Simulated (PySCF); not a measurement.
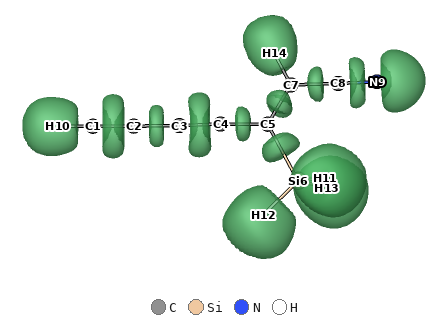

*C7H5NSi. Isosurface of the electron localisation function at 0.8 (green), seen across its widest extent. Core shells and regions of very low density are left out.*

Geometry: GFN2-xTB.

Level of theory: PySCF 2.14.0, CAM-B3LYP/def2-SVPD, SCF density, gas phase.

```xyz
14

C     4.5067   -0.2679   -0.4699
C     3.3036   -0.2272   -0.3887
C     1.9547   -0.1933   -0.2989
C     0.7415   -0.1948   -0.2233
C    -0.6468   -0.1412   -0.1276
Si   -1.4670    1.5525    0.1945
C    -1.3807   -1.2691   -0.2606
C    -2.7771   -1.2625   -0.1708
N    -3.9243   -1.2714   -0.0991
H     5.5521   -0.3012   -0.5402
H    -2.1999    1.4484    1.4544
H    -0.3867    2.5341    0.2823
H    -2.3517    1.8291   -0.9352
H    -0.9250   -2.2360   -0.4441
```

Q: Where are the electrons localised?

A: The surface consists of six regions between bonded C–C atoms (shared pairs), one region between bonded C–N atoms (shared pairs), one region between bonded C–Si atoms (shared pairs), five regions around hydrogen nuclei and one lobe on N, pointing away from the bonds (lone pairs). Along the contacts the grid gives the following. C–N (1.15 Å): the ELF peaks at about 0.90 between the atoms; a multiple bond. C–C (1.21 Å): the ELF peaks at about 0.85 between the atoms (a multiple bond).
